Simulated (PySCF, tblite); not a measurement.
# C₅H₄F₂Si: geometry, infrared bands and NMR shifts

Wanted: the infrared bands and NMR shifts of C₅H₄F₂Si (`C#C[Si](F)(F)C#CC`), by calculation.

Computed with tblite 0.8.0 and PySCF 2.14.0, with density-fitted response routines of our own, on a single molecule in the gas phase. Atoms count from 0, in the outputs and in this text.

## (1) The molecule as given

12 atoms, charge 0, multiplicity 1; geometry from: force field or distance geometry start.

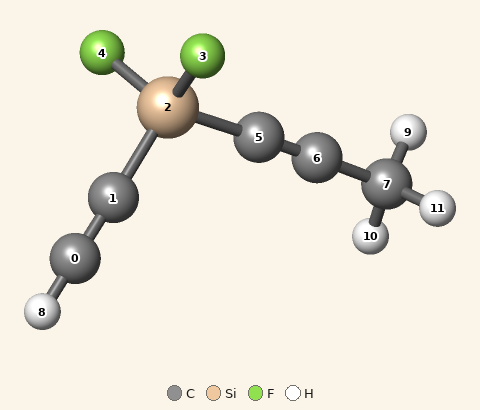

The starting geometry (carbon grey, silicon light orange, fluorine green, hydrogen white), atoms numbered.

## (2) Relaxing the molecule with GFN2-xTB

Job settings and geometry (Å):

```
{"job": {"kind": "relax", "xc": "GFN2-xTB", "basis": "xTB"}, "charge": 0, "multiplicity": 1}
C      3.277200    -1.283500     0.170300
C      2.497300    -0.326300     0.121500
Si     1.379700     1.089900     0.056800
F      1.688300     1.964000    -1.367000
F      1.633300     1.984500     1.468000
C     -0.371100     0.515600    -0.041200
C     -1.499500     0.125800    -0.089400
C     -2.859700    -0.372100    -0.135800
H      3.938500    -2.118500     0.223600
H     -3.557000     0.434600     0.165800
H     -3.006800    -1.241800     0.560100
H     -3.118800    -0.772800    -1.158900
```

Launch:

```console
OMP_NUM_THREADS=1 python probes_run.py task.json out
```

The driver reads the jobs from task.json and runs them one after another.

**Question.** This job is followed by: GFN2-xTB harmonic vibrations, gas phase; GIAO PBE0/pcSseg-1 NMR shielding, non-relativistic, gas phase. Predict these results of the whole session: strongest single infrared mode (GFN2-xTB); zero-point energy (GFN2-xTB); 13C shifts against TMS (PBE0/pcSseg-1); 1H shifts against TMS (PBE0/pcSseg-1, means over atoms taken as alike); 29Si shifts against TMS (PBE0/pcSseg-1); 19F shifts against CFCl3 (PBE0/pcSseg-1, means over atoms taken as alike); surface potential, least and greatest.

**Answer**, as computed:

| quantity | value |
| --- | --- |
| strongest single infrared mode (GFN2-xTB) | 2335 cm⁻¹, 311 km/mol |
| zero-point energy (GFN2-xTB) | 44.4 kcal/mol |
| 13C shifts against TMS (PBE0/pcSseg-1) | 111.8, 100.0, 84.6, 80.5, 5.4 ppm |
| 1H shifts against TMS (PBE0/pcSseg-1, means over atoms taken as alike) | 2.12, 1.82 ppm |
| 29Si shifts against TMS (PBE0/pcSseg-1) | -72.6 ppm |
| 19F shifts against CFCl3 (PBE0/pcSseg-1, means over atoms taken as alike) | -139.4 ppm |
| surface potential, least and greatest | -1.09 V and 1.66 V |

What this shows: Over 53 steps the energy fell by 0.437 eV; of the close pairs, Si2–F3 changed most, 1.699 to 1.601 Å. The lowest mode is slightly imaginary (18i cm⁻¹), a soft motion within the noise of the Hessian, so the minimum is not strictly shown. The strongest single mode, at 2335 cm⁻¹, moves mainly C6 and C5. Unscaled tight-binding wavenumbers are off by several per cent, some by more. Its intensities can rank the bands wrongly. By nearest atom (PBE0/pcSseg-1), the HOMO sits on C5 41 %; C6 32 % and the LUMO on Si2 19 %; C0, C1, C6 about 16 % each.
